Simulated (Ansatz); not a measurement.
CH3BClFOSi

Input

```
crystal:
  periodic: [false, false, false]
  atoms:
    - { symbol: F, position_ang: [1.3341, -1.8164, -0.3292] }
    - { symbol: C, position_ang: [0.9794, -0.4328, -0.2014] }
    - { symbol: O, position_ang: [0.3842, 0.0712, -1.3876] }
    - { symbol: B, position_ang: [-0.8191, 0.6047, -0.8762] }
    - { symbol: Cl, position_ang: [-1.846, 2.1129, -1.2827] }
    - { symbol: Si, position_ang: [-0.4488, -0.1746, 0.8586] }
    - { symbol: H, position_ang: [1.8914, 0.1717, 0.1155] }
    - { symbol: H, position_ang: [-1.87029, 0.14021, -1.09566] }
    - { symbol: H, position_ang: [-0.2327, 0.8285, 1.957] }
basis:
  gaussian: { orbitals: def2-SVP }
hamiltonian:
  xc: b3lyp
  dispersion: d4
relax:
  f_tol: 0.02
  max_steps: 50
output:
  orbitals: {}
```

Launched as:

```sh
ansatz run input.yaml --threads 2 --pin off --max-ram 3072MiB --backend cpu --events-out ev --progress --plain --runs-dir out
```

The fields are those of the run's last geometry, not of the input's.

Level of theory: RKS B3LYP-D4/def2-SVP in Ansatz 0.2.0.

What can the converged electron density and electron localisation function tell about the bonding?

Answer. B–O (1.36 Å): the density is about 2.1 e/Å³ at the midpoint; the ELF peaks at about 0.90 between the atoms (a polar covalent bond).
C–O (1.44 Å): ρ at the midpoint is about 1.9 e/Å³, with its minimum of 1.6 e/Å³ about 0.5 Å from C; the ELF peaks at about 0.90 between the atoms; a polar covalent bond.
B–Cl (1.76 Å): ρ is about 1.3 e/Å³ halfway; the ELF peaks at about 0.90 between the atoms, as expected for a shared but strongly polarised pair.

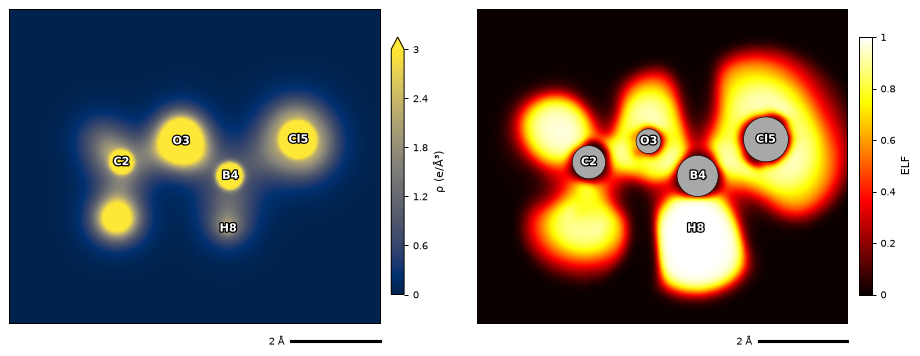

Computed electron density and electron localisation function on the plane of atoms O3, B4 and H8, in this order. Grey discs cover the atomic cores in the ELF map. 
